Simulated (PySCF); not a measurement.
# CH12BN2Si3 (SMILES NB(C[SiH3])N([SiH2])[SiH3]) (doublet): what the fields show

| atom | x (Å) | y (Å) | z (Å) |
| --- | --- | --- | --- |
| N | -0.2421 | -1.3794 | -1.5154 |
| B | 0.0019 | -0.2099 | -0.7898 |
| C | 1.4216 | 0.4766 | -0.9265 |
| Si | 2.5441 | -0.0152 | 0.5210 |
| N | -1.0024 | 0.3062 | 0.1112 |
| Si | -0.9919 | 2.0023 | 0.5286 |
| Si | -2.2007 | -0.7582 | 0.7817 |
| H | -1.1059 | -1.8912 | -1.4795 |
| H | 0.4395 | -1.7987 | -2.1233 |
| H | 1.3500 | 1.5645 | -0.9370 |
| H | 1.9090 | 0.1849 | -1.8588 |
| H | 3.8776 | 0.5719 | 0.3236 |
| H | 2.0059 | 0.4631 | 1.7978 |
| H | 2.7037 | -1.4747 | 0.5811 |
| H | -2.1913 | 2.3093 | 1.3056 |
| H | -0.9320 | 2.8012 | -0.6997 |
| H | -2.7358 | -0.1239 | 1.9847 |
| H | -3.2920 | -0.9835 | -0.1811 |
| H | -1.5690 | -2.0360 | 1.1214 |

Geometry: GFN2-xTB.

All numbers below come from UKS B3LYP, pcH-1 on B C H N Si, non-relativistic, mean-field spin-orbit, GIAO in PySCF 2.14.0, density-fitted response routines.

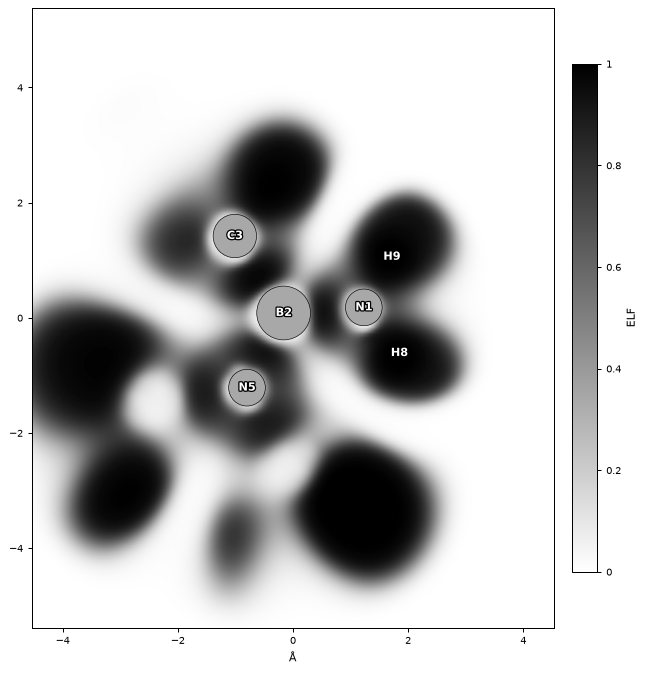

Figure 1. Electron localisation function on the plane of atoms C3, B2 and N5. Grey discs cover the atomic cores.

> What do the fields say about this system?

Atoms in the plane: N, B, C and H. B–N (1.40 Å): the ELF peaks at about 0.95 between the atoms; a polar covalent bond. C–B (1.58 Å): the ELF peaks at about 0.95 between the atoms; a covalent bond. N–H (1.00 Å): the ELF climbs to about 1 towards the hydrogen, as it does in any bond to H; an ordinary covalent bond to hydrogen. B–N (1.44 Å): the ELF peaks at about 0.90 between the atoms, as expected for a polar covalent bond. The ELF also peaks beside Si6, away from the bonds: non-bonding electrons, paired or unpaired.

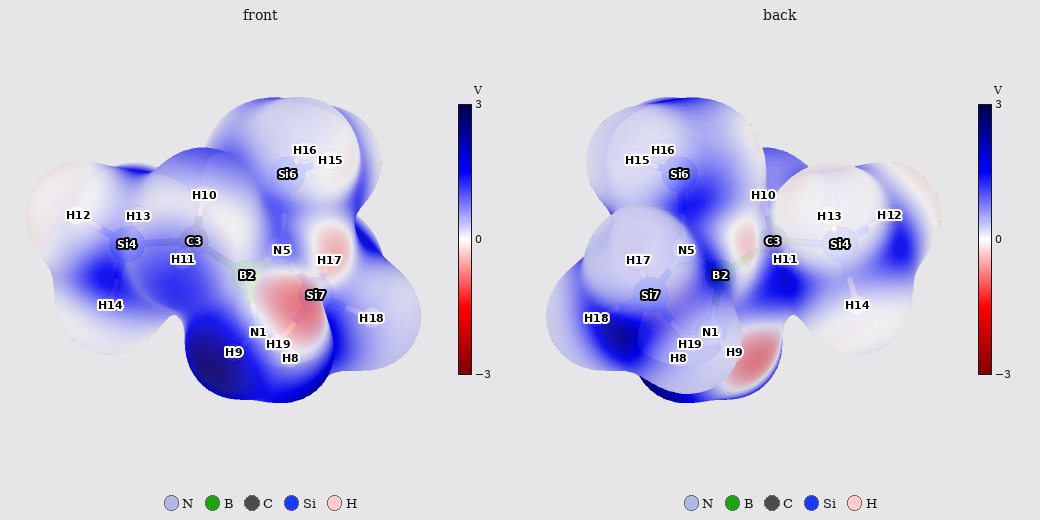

Figure 2. The molecular electrostatic potential painted on the density surface at 0.004 e/bohr³, seen from the front and from behind; the colour scale runs from red (negative) to blue (positive).

> Which sites attract a positive test charge, and which a negative one?

A positive charge is drawn to the negative regions and a negative charge to the positive ones. The most negative region (about −0.7 V) lies over N1, the most positive (about +2.5 V) over H8 and H9.
